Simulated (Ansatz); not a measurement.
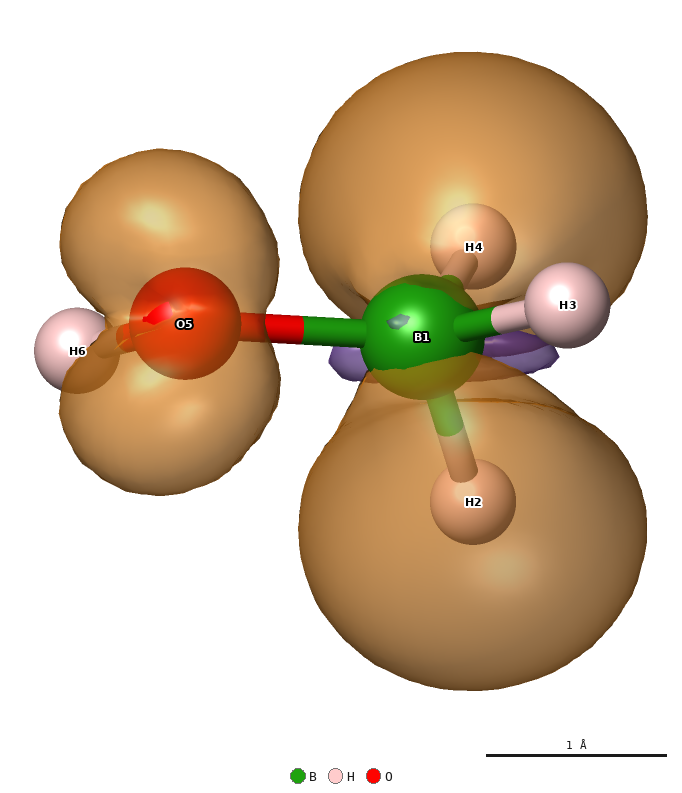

BH$_{4}$O (doublet). Isosurfaces of the spin density (α minus β) at +0.02 (orange) and −0.02 e/Å³ (purple), seen from one side.

Theory: UKS BHLYP-D4/6-31G* in Ansatz 0.2.0.

| atom | x (Å) | y (Å) | z (Å) |
| --- | --- | --- | --- |
| B | 0.1125 | 0.0241 | 0.7465 |
| H | 0.0737 | -1.2164 | 0.4143 |
| H | 0.8454 | 0.6982 | 0.1041 |
| H | -1.0029 | -0.2670 | 0.1778 |
| O | 0.0328 | 0.2685 | 2.0923 |
| H | -0.5758 | -0.3086 | 2.5521 |

Where is the unpaired spin?

The unpaired spin (1 electron) lies mostly on H2 (about 0.3), H4 (about 0.3), B1 (about 0.2) and O5 (about 0.2), in electrons by Hirshfeld's partition.
